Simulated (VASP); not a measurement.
Shape and ions are relaxed at each volume.

Energy against volume of Gd (hcp). Computed with PBE GGA with D4 dispersion, VASP's PBE PAW potentials (set 64) (plane waves; VASP 6.6.1).

The 4f electrons are frozen in the core of the lanthanide potential, so 4f levels, which can set the real gap, and their magnetism are missing.

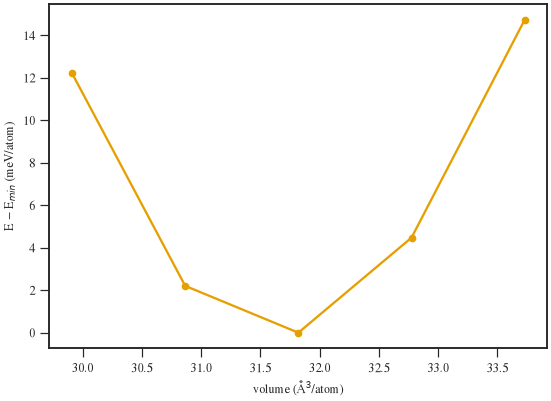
*Energy against volume*

Task: Estimate the equilibrium volume and the bulk modulus.

Result: The minimum lies near 31.6 Å³/atom, and the curvature gives B0 of about 38 GPa.

Measured: bulk modulus 37.9 GPa (computed value off by +1.0 %), as given by Wikipedia, Gadolinium (infobox). The calculation is for a static lattice, while the measured bulk modulus holds thermal and zero-point effects, which are part of the difference.

The compound is Gd in the hcp structure. It was relaxed first.
